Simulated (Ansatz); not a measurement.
# C2H3BO: two geometries relaxed

Are the two ends of the shift of H7 from C4 to C3 separate minima, and which lies lower? Each is relaxed from a guess. SMILES of the start: BOC#C.

Method: RKS B3LYP-D4/6-31G*, in Ansatz 0.2.0.

## Step 1: Starting point

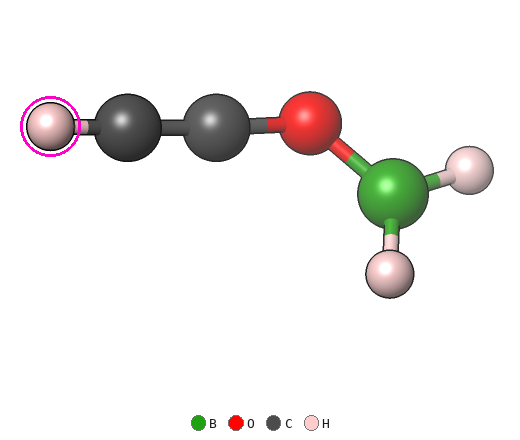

The starting structure, seen from a chosen angle (boron green, oxygen red, carbon dark grey, hydrogen pink). Ringed: H7.

As a file:

```xyz
7

B    -0.7702    1.2701    0.1909
O     0.2281    0.4836    0.5822
C     0.5982   -0.6526    0.0907
C     0.9805   -1.7160   -0.3062
H    -1.4741    0.9963   -0.7136
H    -0.8932    2.2547    0.8143
H     1.3307   -2.6361   -0.6584
```

## Step 2: Relaxing end A

input.yaml

```yaml
crystal:
  periodic: [false, false, false]
  atoms:
    - { symbol: B, position_ang: [-0.77025, 1.27012, 0.19093] }
    - { symbol: O, position_ang: [0.22812, 0.48364, 0.58221] }
    - { symbol: C, position_ang: [0.59825, -0.65261, 0.09075] }
    - { symbol: C, position_ang: [0.9805, -1.71596, -0.30616] }
    - { symbol: H, position_ang: [-1.47412, 0.9963, -0.71358] }
    - { symbol: H, position_ang: [-0.8932, 2.25466, 0.81426] }
    - { symbol: H, position_ang: [1.33069, -2.63613, -0.65841] }
basis:
  gaussian: { orbitals: "6-31G*" }
hamiltonian:
  xc: b3lyp
  dispersion: d4
relax:
  f_tol: 0.02
  max_steps: 50
```

The run is started by

```
$ ansatz run input.yaml --threads 1 --pin off --max-ram 2048MiB --backend cpu --events-out ev --progress --plain --runs-dir out
```

Output (excerpt; [...] marks lines left out):

```text
Warning: RAYON_NUM_THREADS=1 ignored (pool sized by the plan → 1); use --threads N
[...]
Functional definition: B3LYP
[...]
723 factors; integrals over basis functions are off by at most 3.0e-4 eV
[...]
mean field -4844.12889496 eV, -178.0184534215 hartree, gradient 3.4e-5 eV, S^2 0.000000; 0 other end points of the search recorded, 0 dependent functions left out
[...]
reference -4844.12909769 eV, -178.0184608714 hartree; 14, 14 occupied and 52, 52 virtual orbitals, 723 factors
relax step   1: F+E_penalty+E_count = -4844.28130264 eV  Δ(F+E_penalty+E_count) = +0.000e0 eV  max|allowed force component| = 1.131e0 eV/Å  Δτ_max = 0.0000 Å  (23 SCF iters, accepted)
[...]
relax step   5: F+E_penalty+E_count = -4844.35742166 eV  Δ(F+E_penalty+E_count) = -5.785e-4 eV  max|allowed force component| = 8.582e-2 eV/Å  Δτ_max = 0.0120 Å  (25 SCF iters, accepted)
[...]
relax step   6: F+E_penalty+E_count = -4844.35757445 eV  Δ(F+E_penalty+E_count) = -1.528e-4 eV  max|allowed force component| = 4.956e-3 eV/Å  Δτ_max = 0.0048 Å  (22 SCF iters, accepted)
723 factors; integrals over basis functions are off by at most 3.3e-4 eV
mean field -4844.20502002 eV, -178.0212509656 hartree, gradient 2.5e-5 eV, S^2 0.000000; 1 other end points of the search recorded, 0 dependent functions left out
[...]
reference -4844.20522113 eV, -178.0212583564 hartree; 14, 14 occupied and 52, 52 virtual orbitals, 723 factors
Total energy: -4844.35777556 eV, -178.0268646283 hartree
Atom 0 at    -0.770451     1.278929     0.196726 Å, force     0.000979     0.002728     0.002875 eV/Å
Atom 1 at     0.272370     0.509663     0.651548 Å, force    -0.000795    -0.001220    -0.002294 eV/Å
Atom 2 at     0.609165    -0.643015     0.120771 Å, force     0.001726    -0.002007    -0.000317 eV/Å
Atom 3 at     0.970376    -1.704259    -0.317924 Å, force    -0.001985     0.004956     0.002487 eV/Å
Atom 4 at    -1.423109     0.904773    -0.728112 Å, force    -0.000346    -0.001525    -0.001700 eV/Å
Atom 5 at    -0.939642     2.296178     0.790579 Å, force     0.000398    -0.001844    -0.000277 eV/Å
Atom 6 at     1.281282    -2.642248    -0.713588 Å, force     0.000023    -0.001088    -0.000776 eV/Å
Dipole moment:    -0.064756    -0.039193    -0.093366 e Å
```

Run time: 18 s. Hardware: 1 thread of Intel Xeon Platinum 8259CL at 2.50GHz (Skylake/Cascade Lake), shared host; peak memory 0.17 GiB.

Step by step:

```csv
step,energy from step 1 (eV),largest force component (eV/Å)
1,0.0000,1.1309
2,-0.0579,0.5660
3,-0.0706,0.1886
4,-0.0755,0.1132
5,-0.0761,0.0858
6,-0.0763,0.0050
```

Step 1 is the start.

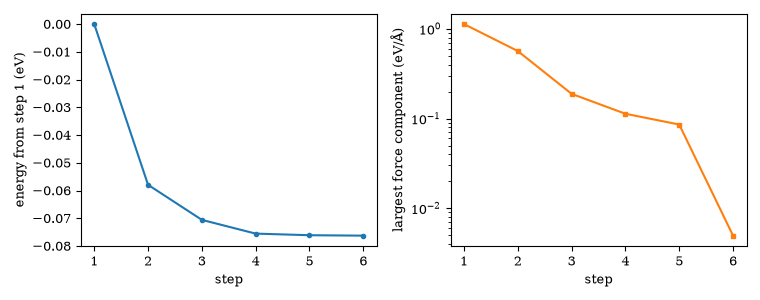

How energy and force went from step to step.

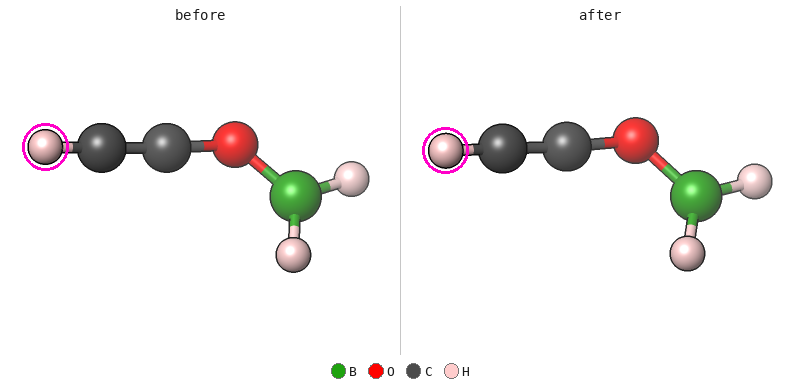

The structure before (left) and after (right), drawn at the same scale.

After: Bond lengths: B1–O2 1.373 Å, O2–C3 1.313 Å, C3–C4 1.204 Å, B1–H5 1.192 Å, B1–H6 1.190 Å, C4–H7 1.064 Å. Angles: B1–O2–C3 123.5°, O2–B1–H5 119.8°, O2–B1–H6 114.9°, H5–B1–H6 125.3°, O2–C3–C4 176.6°, C3–C4–H7 179.4°.

## Step 3: Relaxing end B

The second end starts from a geometry with the move made by hand.

input.yaml: that of step 2 with these lines changed.

```diff
@@ -9,3 +9,3 @@
     - { symbol: H, position_ang: [-0.8932, 2.25466, 0.81426] }
-    - { symbol: H, position_ang: [1.33069, -2.63613, -0.65841] }
+    - { symbol: H, position_ang: [0.21638, -0.94802, -0.88649] }
 basis:
```

The run is started by

```
$ ansatz run input.yaml --threads 1 --pin off --max-ram 2048MiB --backend cpu --events-out ev --progress --plain --runs-dir out
```

Output (excerpt; [...] marks lines left out):

```text
Warning: RAYON_NUM_THREADS=1 ignored (pool sized by the plan → 1); use --threads N
[...]
[... 1 set-up line as earlier in the session ...]
[...]
724 factors; integrals over basis functions are off by at most 3.0e-4 eV
[...]
mean field -4841.45692044 eV, -177.9202601689 hartree, gradient 3.3e-5 eV, S^2 0.000000; 0 other end points of the search recorded, 0 dependent functions left out
[...]
reference -4841.45711912 eV, -177.9202674700 hartree; 14, 14 occupied and 52, 52 virtual orbitals, 724 factors
relax step   1: F+E_penalty+E_count = -4841.61507484 eV  Δ(F+E_penalty+E_count) = +0.000e0 eV  max|allowed force component| = 6.533e0 eV/Å  Δτ_max = 0.0000 Å  (23 SCF iters, accepted)
[...]
relax step   4: F+E_penalty+E_count = -4842.27920134 eV  Δ(F+E_penalty+E_count) = -2.888e-2 eV  max|allowed force component| = 4.520e-1 eV/Å  Δτ_max = 0.0802 Å  (24 SCF iters, accepted)
[...]
mean field -4844.20502989 eV, -178.0212513283 hartree, gradient 2.2e-5 eV, S^2 0.000000; 1 other end points of the search recorded, 0 dependent functions left out
[...]
reference -4844.20523075 eV, -178.0212587099 hartree; 14, 14 occupied and 52, 52 virtual orbitals, 724 factors
Total energy: -4844.35774963 eV, -178.0268636752 hartree
Atom 0 at    -0.826980     1.539654     0.339891 Å, force     0.014171    -0.011728     0.005887 eV/Å
Atom 1 at     0.146779     0.632893     0.680357 Å, force     0.000453     0.007369     0.005835 eV/Å
Atom 2 at     0.395083    -0.459703    -0.003535 Å, force    -0.000888    -0.007183    -0.008296 eV/Å
Atom 3 at     0.674672    -1.476683    -0.583905 Å, force    -0.001087     0.001226     0.000213 eV/Å
Atom 4 at    -1.501071     1.350141    -0.624474 Å, force    -0.006915    -0.000933    -0.009498 eV/Å
Atom 5 at    -0.916127     2.475481     1.068882 Å, force    -0.004342     0.007166     0.002998 eV/Å
Atom 6 at     0.913325    -2.373654    -1.105296 Å, force    -0.001391     0.004084     0.002861 eV/Å
Dipole moment:    -0.067166    -0.020265    -0.097615 e Å
```

It took 42 s on 1 thread of Intel Xeon Platinum 8259CL at 2.50GHz (Skylake/Cascade Lake), shared host; peak memory 0.17 GiB.

Step by step:

```csv
step,energy from step 1 (eV),largest force component (eV/Å)
1,0.0000,6.5327
2,-0.5157,1.7704
3,-0.6352,0.3645
4,-0.6641,0.4520
5,-0.6893,0.4750
6,-0.7579,1.2103
7,-0.8516,2.2614
8,-1.3530,2.6898
9,-1.8529,2.4895
10,-2.2222,1.7536
11,-2.5815,1.6313
12,-2.6987,0.8770
13,-2.7206,0.3221
14,-2.7420,0.0624
15,-2.7425,0.0142
```

Step 1 is the start.

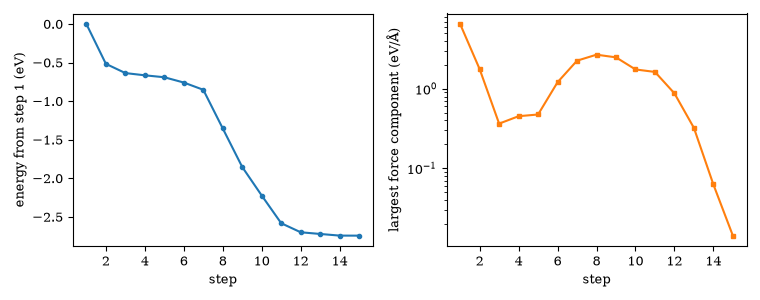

How energy and force went from step to step.

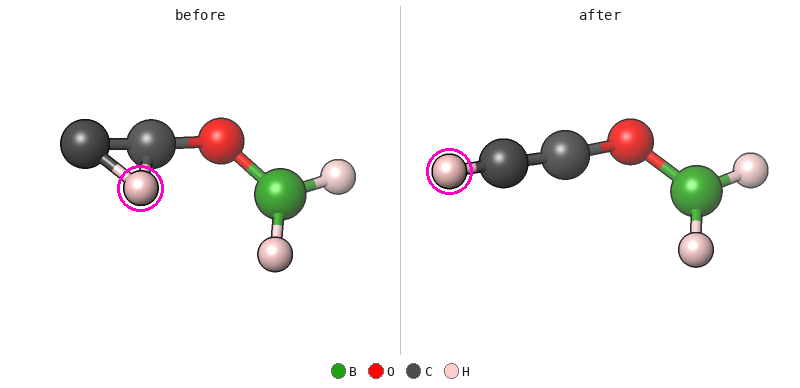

Before and after, at one scale.

After: Bond lengths: B1–O2 1.373 Å, O2–C3 1.313 Å, C3–C4 1.204 Å, B1–H5 1.192 Å, B1–H6 1.190 Å, C4–H7 1.065 Å. Angles: B1–O2–C3 123.7°, O2–B1–H5 119.8°, O2–B1–H6 114.9°, H5–B1–H6 125.4°, O2–C3–C4 176.6°, C3–C4–H7 179.3°.

Pairs that crossed the distance rule for bonds on the way: moved apart C3–H7.

## Step 4: What came out

| quantity | value |
| --- | --- |
| end A | 5 moves, 0.076 eV lower |
| end B | 14 moves, 2.742 eV lower |
| largest difference between the ends | 0.00 Å |
| end B relative to end A | +0.000 eV |

The two relaxations end at one structure, within 0.00 Å: no second minimum was found from this start, which doesn't rule one out.
